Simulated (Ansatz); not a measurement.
The calculation's input:

```
crystal:
  periodic: [false, false, false]
  atoms:
    - { symbol: W, position_ang: [0.0, 0.0, 0.0] }
    - { symbol: F, position_ang: [0.9293, 0.0, 1.8273] }
    - { symbol: H, position_ang: [1.7303, 0.0, 0.8322] }
    - { symbol: H, position_ang: [0.0, 1.72, 0.0] }
    - { symbol: H, position_ang: [-1.72, 0.0, 0.0] }
    - { symbol: H, position_ang: [0.0, -1.72, 0.0] }
    - { symbol: H, position_ang: [0.0, 0.0, -1.72] }
basis:
  gaussian: { orbitals: def2-SVPD }
hamiltonian:
  xc: pbe
relax:
  f_tol: 0.15
  max_steps: 25
  restrain:
    - { distance: [1, 2], at: 2.12, k: 30.0 }
    - { distance: [0, 1], at: 1.85, k: 30.0 }
    - { distance: [0, 2], at: 1.72, k: 30.0 }
output:
  orbitals: {}
```

Command:

```sh
ansatz run input.yaml --threads 2 --pin off --max-ram 3072MiB --backend cpu --events-out ev --progress --plain --runs-dir out
```

The fields are those of the run's last geometry, not of the input's.

Core potentials replace the inner electrons of W; not at a stationary point (largest force 0.8 eV/Å).

Theory: RKS PBE/def2-SVPD (Ansatz 0.2.0).

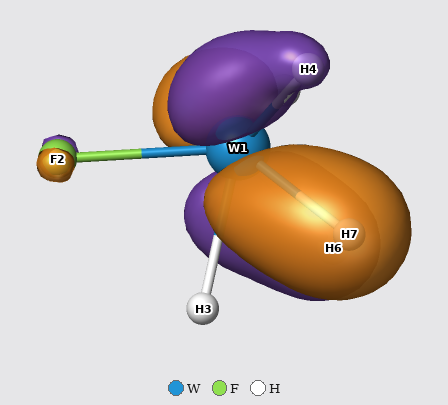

FH₅W. The HOMO−1 at ±0.2 Å⁻³ᐟ² (orange and purple are the two phases), seen from one side.

Q: What is the character of this orbital?

A: By Hirshfeld shares it lies mainly on W1 (about 55 %), H6 (about 15 %) and H7 (about 15 %). Its energy is −7.48 eV.
